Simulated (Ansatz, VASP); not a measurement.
# SnTe in two plane-wave programs, part 2 of 2

Wanted: the spread between two codes on one cell, functional and k mesh.  Valence electrons are named where the data sets of a main pair hold unlike numbers.

VASP 6.6.1 and Ansatz 0.2.0.

So far. Step 3 (Ansatz: single point, PBE): The run ends at a pressure of 1.97 GPa.

### 7. Side by side

What differs besides the data sets and the points named for the pairs above, as far as they apply: the data sets hold 30 valence electrons in Ansatz (on its default PAW (the set named soft_2) files) and 20 in VASP. Total energies have different zeros and are not compared.

Compared:

| quantity | Ansatz | VASP | difference |
| --- | --- | --- | --- |
| pressure (GPa) | 2.03 | 1.99 | +0.03 |
| gap over the path points (eV) | 0.058 | 0.059 | 0.000 |

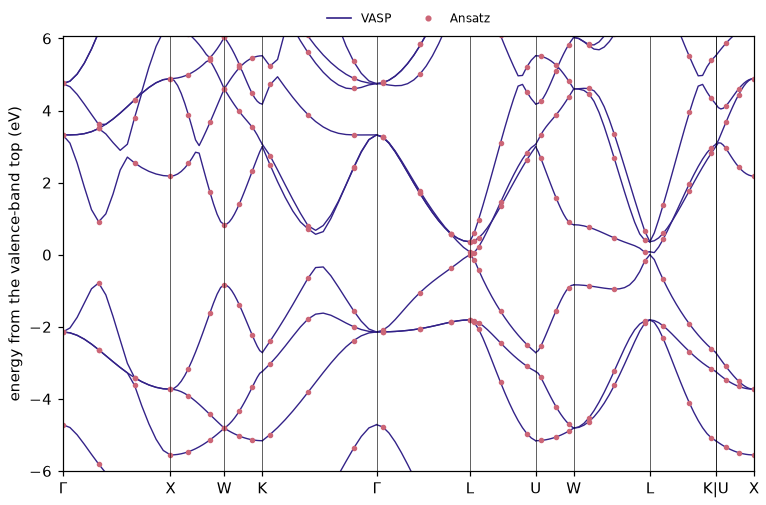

Bands from VASP (lines) and levels from Ansatz (dots). Dots without a line are higher empty bands that the VASP plot leaves out.

Levels at points of the path, from each program's valence-band top (eV; 4 filled, then empty):

| k (reciprocal lattice) | Ansatz | VASP |
| --- | --- | --- |
| 0.000 0.000 0.000 | -4.72 -2.15 -2.15 -2.15 3.32 3.32 3.32 | -4.71 -2.14 -2.14 -2.14 3.32 3.32 3.32 |
| 0.167 0.000 0.167 | -5.81 -2.64 -2.64 -0.79 0.92 3.50 3.50 | -5.81 -2.64 -2.64 -0.78 0.91 3.50 3.50 |
| 0.333 0.000 0.333 | -6.67 -3.62 -3.41 -3.41 2.55 3.80 4.29 | -6.67 -3.62 -3.41 -3.41 2.55 3.80 4.30 |
| 0.500 0.000 0.500 | -6.48 -5.55 -3.73 -3.73 2.19 4.88 4.88 | -6.48 -5.55 -3.73 -3.73 2.18 4.89 4.89 |
| 0.500 0.083 0.583 | -6.77 -5.47 -3.91 -3.16 2.54 3.88 5.00 | -6.77 -5.47 -3.91 -3.16 2.53 3.88 5.00 |
| 0.500 0.183 0.683 | -7.25 -5.14 -4.43 -1.62 1.74 3.68 5.40 | -7.26 -5.14 -4.43 -1.61 1.74 3.67 5.40 |
| 0.500 0.250 0.750 | -7.37 -4.81 -4.81 -0.84 0.83 4.61 4.61 | -7.37 -4.81 -4.81 -0.83 0.83 4.60 4.60 |
| 0.450 0.300 0.750 | -7.39 -5.03 -4.33 -1.40 1.42 3.97 5.20 | -7.39 -5.03 -4.33 -1.40 1.42 3.97 5.19 |
| 0.408 0.342 0.750 | -7.41 -5.13 -3.68 -2.23 2.31 3.54 4.48 | -7.41 -5.13 -3.68 -2.23 2.31 3.54 4.47 |
| 0.350 0.350 0.700 | -7.60 -4.99 -3.03 -2.40 2.50 2.75 4.72 | -7.60 -4.99 -3.03 -2.40 2.50 2.75 4.71 |

Among the levels compared at these points, filled levels agree within 4 meV and empty ones within 12 meV. Ansatz's pressure holds a Pulay correction of 0.03 GPa; VASP's holds none.

### 8. Ansatz: band structure, PBE, spin-orbit coupling

The same path points are solved in both programs, so levels can be compared one by one.

input.yaml

```yaml
crystal:
  lattice:
    - [0.0, 3.1565, 3.1565]
    - [3.1565, 0.0, 3.1565]
    - [3.1565, 3.1565, 0.0]
  atoms:
    - { symbol: Sn, position: [0.0, 0.0, 0.0] }
    - { symbol: Te, position: [0.5, 0.5, 0.5] }
hamiltonian:
  xc: pbe
  pseudopotentials: { kind: paw_fr }
magnetization:
  noncollinear: true
  spin_orbit: true
kpoints:
  mp_grid: { grid: [6, 6, 6] }
  band_path:
    path:
      - [0.0, 0.0, 0.0]
      - [0.16667, 0.0, 0.16667]
      - [0.33333, 0.0, 0.33333]
      - [0.5, 0.0, 0.5]
      - [0.5, 0.08333, 0.58333]
      - [0.5, 0.18333, 0.68333]
      - [0.5, 0.25, 0.75]
      - [0.45, 0.3, 0.75]
      - [0.40833, 0.34167, 0.75]
      - [0.35, 0.35, 0.7]
      - [0.225, 0.225, 0.45]
      - [0.075, 0.075, 0.15]
      - [0.03333, 0.03333, 0.03333]
      - [0.23333, 0.23333, 0.23333]
      - [0.4, 0.4, 0.4]
      - [0.5, 0.5, 0.5]
      - [0.50833, 0.48333, 0.50833]
      - [0.51667, 0.46667, 0.51667]
      - [0.55833, 0.38333, 0.55833]
      - [0.60833, 0.28333, 0.60833]
      - [0.60833, 0.25, 0.64167]
      - [0.55833, 0.25, 0.69167]
      - [0.51667, 0.25, 0.73333]
      - [0.5, 0.3, 0.7]
      - [0.5, 0.38333, 0.61667]
      - [0.5, 0.48333, 0.51667]
      - [0.475, 0.475, 0.55]
      - [0.425, 0.425, 0.65]
      - [0.38333, 0.38333, 0.73333]
      - [0.59167, 0.18333, 0.59167]
      - [0.55, 0.1, 0.55]
      - [0.5, 0.0, 0.5]
    npoints: 1
scf:
  occupations: { method: fermi_dirac, width: 0.05 }
  n_extra_bands: 14
output:
  forces: true
  stress: true
  eigenvalues: true
  write_density: true
  write_potential: true
  elf: true
  volumetric_format: npy
```

Started as:

```console
> ansatz run input.yaml --threads 2 --pin off --max-ram 4608MiB --backend cpu --events-out ev --progress --plain --runs-dir out
```

Numbers of over 12 decimals in the logs are rounded to 6 here.

What it wrote:

```text
[...]
non-collinear run that drives no moment, with spin-orbit: no starting moment large enough to seed its density (crystal.atoms[].spin), no starting occupations that ask for one, no magnetisation constraint and no magnetic field, so the semilocal B_xc is pinned to zero
Crystal: 2 atoms, lattice volume = 62.900 Å³
[...]
k-point 1: bands = [... 26 lower, 7.7744, 7.7744, 8.3083, 8.3083, 11.4663, 11.4663, 12.1119, 12.1119, ... 10 higher]
  k-point 2: bands = [... 26 lower, 7.9221, 7.9221, 9.0401, 9.0401, 10.2288, 10.2288, 10.7392, 10.7392, ... 10 higher]
  k-point 15: bands = [... 26 lower, 5.2580, 5.2580, 7.7200, 7.7200, 11.6707, 11.6707, 13.0705, 13.0705, ... 10 higher]
[key lines of the parts left out:]
SCF converged after 7 iterations
Magnetization: |M| = 0.0000 μB,  M = (+0.0000, +0.0000, +0.0000) μB
Free energy (F): -13009.580726 eV
Fermi energy:    9.613340 eV
P = ⅓ Tr σ = 1.9876 GPa (19.876 kbar)
```

It took 6.8 s on 2 threads of Intel Xeon Platinum 8375C at 2.90GHz (Ice Lake), shared host; peak memory 0.58 GiB.

### 9. VASP: band structure, PBE, spin-orbit coupling

The same cell, functional, mesh and smearing now go to VASP, with its own data sets.

INCAR

```
SYSTEM = SnTe
PREC = Accurate
ENCUT = 400
EDIFF = 1E-06
NELM = 100
ISMEAR = -1
SIGMA = 0.05
LREAL = .FALSE.
ALGO = Normal
GGA = PE
LNONCOLLINEAR = .TRUE.
MAGMOM = 0 0 0 0 0 0
NBANDS = 32
GGA_COMPAT = .FALSE.
LASPH = .TRUE.
LSORBIT = .TRUE.
LORBIT = 11
LWAVE = .FALSE.
LCHARG = .FALSE.
KPAR = 2
```

POSCAR

```
SnTe
1.0
    0.0000000000      3.1565000000      3.1565000000
    3.1565000000      0.0000000000      3.1565000000
    3.1565000000      3.1565000000      0.0000000000
Sn Te
1 1
Direct
    0.0000000000      0.0000000000      0.0000000000
    0.5000000000      0.5000000000      0.5000000000
```

KPOINTS

```
Automatic mesh
0
Gamma
6 6 6
0 0 0
```

KPOINTS_OPT

```
Line mode
16
Line-mode
Reciprocal
  0.00000000   0.00000000   0.00000000 GAMMA
  0.50000000   0.00000000   0.50000000 X

  0.50000000   0.00000000   0.50000000 X
  0.50000000   0.25000000   0.75000000 W

  0.50000000   0.25000000   0.75000000 W
  0.37500000   0.37500000   0.75000000 K

  0.37500000   0.37500000   0.75000000 K
  0.00000000   0.00000000   0.00000000 GAMMA

  0.00000000   0.00000000   0.00000000 GAMMA
  0.50000000   0.50000000   0.50000000 L

  0.50000000   0.50000000   0.50000000 L
  0.62500000   0.25000000   0.62500000 U

  0.62500000   0.25000000   0.62500000 U
  0.50000000   0.25000000   0.75000000 W

  0.50000000   0.25000000   0.75000000 W
  0.50000000   0.50000000   0.50000000 L

  0.50000000   0.50000000   0.50000000 L
  0.37500000   0.37500000   0.75000000 K

  0.62500000   0.25000000   0.62500000 U
  0.50000000   0.00000000   0.50000000 X
```

Potentials, in the order of the species: Sn_d and Te (PBE family, release 64).

Started as:

```console
> mpirun -np 2 vasp_ncl
```

What it wrote:

```text
[... set-up lines as in an earlier step ...]
 entering main loop
       N       E                     dE             d eps       ncg     rms          rms(c)
DAV:   1     0.158178528042E+03    0.15818E+03   -0.78761E+03  1064   0.124E+03
DAV:   2     0.127641422670E+02   -0.14541E+03   -0.13986E+03  1056   0.374E+02
DAV:   3    -0.686585167489E+01   -0.19630E+02   -0.19341E+02  1248   0.123E+02
DAV:   4    -0.771346871729E+01   -0.84762E+00   -0.84676E+00  1192   0.282E+01
[...]
DAV:  11    -0.769569380174E+01   -0.75696E-05   -0.82465E-06  1336   0.244E-02    0.173E-02
DAV:  12    -0.769569941784E+01   -0.56161E-05   -0.80529E-06   960   0.153E-02    0.134E-02
DAV:  13    -0.769570035544E+01   -0.93760E-06   -0.42175E-07   800   0.796E-03
   1 F= -.76957004E+01 E0= -.76951252E+01  d E =-.115025E-02  mag=     0.0000    -0.0000    -0.0000
 Start KPOINTS_OPT (optional k-point list driver)
k-point batch [1-16\160]
       N       E                     dE             ncg
DAV:   1     0.559577229286E+03   -0.32948E+04     1080
DAV:   2    -0.182076503615E+04   -0.23803E+04     1072
DAV:   3    -0.214548373148E+04   -0.32472E+03     1288
DAV:   4    -0.215809549870E+04   -0.12612E+02     1200
DAV:   5    -0.215858908393E+04   -0.49359E+00     1552
DAV:   6    -0.215859755463E+04   -0.84707E-02     1336
DAV:   7    -0.215859781257E+04   -0.25794E-03     1560
DAV:   8    -0.215859781557E+04   -0.30051E-05     1104
DAV:   9    -0.215859781569E+04   -0.12147E-06      816
[...]
k-point batch [145-160\160]
       N       E                     dE             ncg
DAV:   1     0.401138544682E+03   -0.83538E+04     1040
DAV:   2    -0.196569170325E+04   -0.23668E+04     1040
DAV:   3    -0.225811829906E+04   -0.29243E+03     1352
DAV:   4    -0.226894523983E+04   -0.10827E+02     1192
DAV:   5    -0.226940492073E+04   -0.45968E+00     1560
DAV:   6    -0.226941001393E+04   -0.50932E-02     1304
DAV:   7    -0.226941029885E+04   -0.28492E-03     1600
DAV:   8    -0.226941030092E+04   -0.20709E-05     1080
DAV:   9    -0.226941030102E+04   -0.97546E-07      824
```

OUTCAR, selected parts (step 9):

```text
  Total        0.7717031      0.7717031      0.7717031      0.0000000      0.0000000      0.0000000
  in kB       19.6568285     19.6568285     19.6568285      0.0000000      0.0000000      0.0000000
  external PRESSURE =      19.6568285 kB  Pullay stress =       0.0000000 kB

  FREE ENERGIE OF THE ION-ELECTRON SYSTEM (eV)
  ---------------------------------------------------
  free  energy   TOTEN  =        -7.6957003554 eV

  energy  without entropy=       -7.6945501010  energy(sigma->0) =       -7.69512523

 magnetization (x)
# of ion       s       p       d       tot
------------------------------------------
    1        0.000   0.000  -0.000   0.000
    2       -0.000   0.000   0.000  -0.000
--------------------------------------------------
tot          0.000   0.000   0.000   0.000

 magnetization (y)
# of ion       s       p       d       tot
------------------------------------------
    1        0.000   0.000  -0.000   0.000
    2        0.000   0.000   0.000   0.000
--------------------------------------------------
tot          0.000   0.000  -0.000   0.000

 magnetization (z)
# of ion       s       p       d       tot
------------------------------------------
    1        0.000  -0.000   0.000   0.000
    2        0.000   0.000   0.000   0.000
--------------------------------------------------
tot          0.000  -0.000   0.000   0.000

[... 2 parts as in an earlier step ...]

[... 2 further parts left out ...]
[key lines of the parts left out:]
E-fermi :   6.9003
```

The run ends at a pressure of 1.97 GPa.

### 10. Comparison

What differs besides the data sets and the points named for the pairs above, as far as they apply: spin-orbit coupling enters by fully relativistic files in Ansatz and inside the spheres in VASP; the data sets hold 30 valence electrons in Ansatz (on its fully relativistic PAW (standard-fr) files) and 20 in VASP. Total energies have different zeros and are not compared.

The two programs side by side:

| quantity | Ansatz | VASP | difference |
| --- | --- | --- | --- |
| pressure (GPa) | 1.99 | 1.97 | +0.02 |
| gap over the path points (eV) | 0.192 | 0.184 | +0.007 |

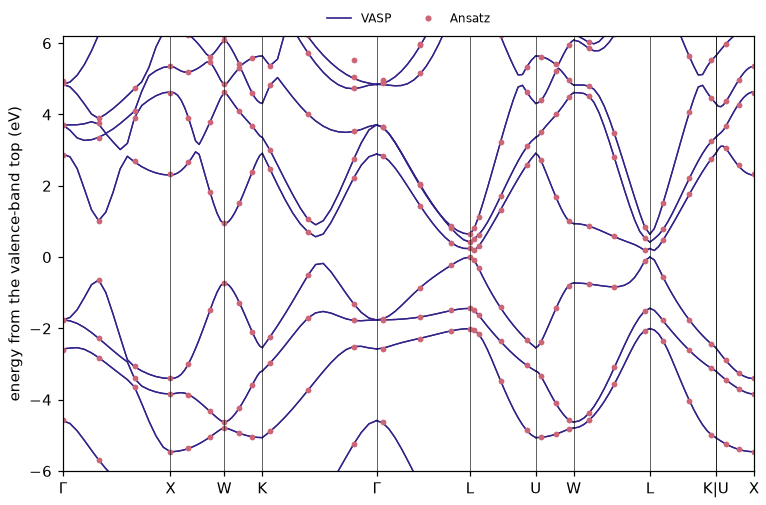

Bands from VASP (lines) and levels from Ansatz (dots). Dots without a line are higher empty bands that the VASP plot leaves out.

Levels at points of the path, from each program's valence-band top (eV; 8 filled, then empty):

| k (reciprocal lattice) | Ansatz | VASP |
| --- | --- | --- |
| 0.000 0.000 0.000 | -4.58 -4.58 -2.59 -2.59 -1.75 -1.75 -1.75 -1.75 2.87 2.87 3.72 3.72 3.72 3.72 | -4.59 -4.59 -2.58 -2.58 -1.76 -1.76 -1.76 -1.76 2.89 2.89 3.71 3.71 3.71 3.71 |
| 0.167 0.000 0.167 | -5.68 -5.68 -2.83 -2.83 -2.27 -2.27 -0.64 -0.64 1.03 1.03 3.35 3.35 3.75 3.75 | -5.69 -5.69 -2.82 -2.82 -2.28 -2.28 -0.64 -0.64 1.02 1.02 3.36 3.36 3.73 3.73 |
| 0.333 0.000 0.333 | -6.54 -6.54 -3.65 -3.65 -3.40 -3.40 -3.07 -3.07 2.69 2.69 3.91 3.91 4.08 4.08 | -6.55 -6.55 -3.64 -3.64 -3.41 -3.41 -3.08 -3.08 2.67 2.67 3.91 3.91 4.10 4.10 |
| 0.500 0.000 0.500 | -6.34 -6.34 -5.46 -5.46 -3.84 -3.84 -3.40 -3.40 2.32 2.32 4.61 4.61 5.36 5.36 | -6.35 -6.35 -5.46 -5.46 -3.84 -3.84 -3.41 -3.41 2.30 2.30 4.63 4.63 5.35 5.35 |
| 0.500 0.083 0.583 | -6.63 -6.63 -5.37 -5.37 -3.85 -3.85 -2.99 -2.99 2.67 2.67 3.90 3.90 5.19 5.19 | -6.64 -6.64 -5.37 -5.37 -3.85 -3.85 -3.00 -3.00 2.65 2.65 3.91 3.91 5.19 5.19 |
| 0.500 0.183 0.683 | -7.12 -7.12 -5.04 -5.04 -4.32 -4.32 -1.50 -1.50 1.84 1.84 3.80 3.80 5.48 5.48 | -7.13 -7.13 -5.05 -5.05 -4.33 -4.33 -1.50 -1.50 1.83 1.83 3.78 3.78 5.48 5.48 |
| 0.500 0.250 0.750 | -7.24 -7.24 -4.79 -4.79 -4.62 -4.62 -0.73 -0.73 0.94 0.94 4.62 4.62 4.85 4.85 | -7.25 -7.25 -4.80 -4.80 -4.63 -4.63 -0.73 -0.73 0.94 0.94 4.61 4.61 4.83 4.83 |
| 0.450 0.300 0.750 | -7.25 -7.25 -4.94 -4.94 -4.22 -4.22 -1.28 -1.28 1.52 1.52 4.09 4.09 5.30 5.30 | -7.27 -7.27 -4.94 -4.94 -4.22 -4.22 -1.28 -1.28 1.52 1.52 4.08 4.08 5.30 5.30 |
| 0.408 0.342 0.750 | -7.28 -7.28 -5.03 -5.03 -3.59 -3.59 -2.09 -2.09 2.38 2.38 3.68 3.68 4.61 4.61 | -7.29 -7.29 -5.04 -5.04 -3.59 -3.59 -2.09 -2.09 2.39 2.39 3.67 3.67 4.60 4.60 |
| 0.350 0.350 0.700 | -7.47 -7.47 -4.89 -4.89 -2.98 -2.98 -2.23 -2.23 2.46 2.46 3.01 3.01 4.84 4.84 | -7.48 -7.48 -4.89 -4.89 -2.98 -2.98 -2.24 -2.24 2.47 2.47 3.00 3.00 4.82 4.82 |

Among the levels compared at these points, filled levels agree within 18 meV and empty ones within 24 meV. Ansatz's pressure holds a Pulay correction of 0.03 GPa; VASP's holds none.

### 11. Results

* difference in gap on the k mesh (single point, PBE): 0.0013 eV
* largest difference of a filled level at the path points (band structure, PBE): 3.7 meV
* largest difference of a filled level at the path points (band structure, PBE, spin-orbit coupling): 18 meV

**Reading.** The largest difference of a filled level at the path points is 18 meV (band structure, PBE, spin-orbit coupling), within the 80 meV picked in this series as the mark of a large difference. The data sets hold unlike numbers of valence electrons (30 in Ansatz and 20 in VASP), so part of the differences comes from the potentials. 1 further run of this series is not shown here. How closely two codes agree says nothing of how well the functional describes the real material.

[Lines on the potential files, build, host, timing and source positions are cut from VASP's logs without a mark.]

[Logs are printed without paths, hosts, clocks, repeated set-up lines and the standing remarks that a program may print on its own settings, such as how far it seeks lower states.]

[Hosts, paths, dates, database ids (printed as entryN), source tags and the programs' standing remarks are cut or masked in the printed files.]
